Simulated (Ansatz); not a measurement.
**Profile along the Cu–Cu line in Cu (fcc, Cu type)**

Cu (fcc, Cu type)

Space group Fm-3m (No. 225); a = 3.5768 Å, b = 3.5768 Å, c = 3.5768 Å, α = 90.00°, β = 90.00°, γ = 90.00°

```tsv
atom	site	symmetry	x	y	z
Cu	4a	m-3m	0.0000	0.0000	0.0000
```
(The calculation used a cell of 1 atom; values per cell refer to that cell.)

Fields along a shortest Cu–Cu line of a {100} plane (2.53 Å), from Cu to Cu, interpolated on the slice's grid (step about 0.1 Å). Level of theory: r2SCAN (plane waves to 500 eV, PAW, scalar-relativistic; Ansatz, an electronic-structure program). k mesh 22×22×22. Inside the PAW spheres the values are not all-electron values, and peaks at nuclei hang on which shells count as valence. Cu is run without spin polarisation. Cu was relaxed with its symmetry unable to fall.

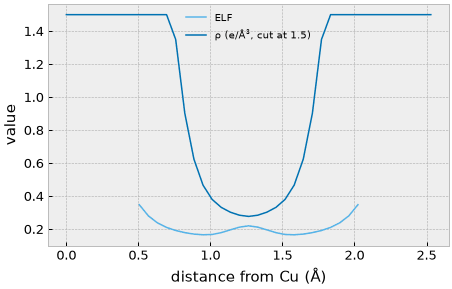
Figure: ELF (away from the nuclei) and valence density from Cu to Cu.

Density on the Cu–Cu line (2.53 Å) at its midpoint: 0.28 e/Å³. ELF at that point: 0.22.
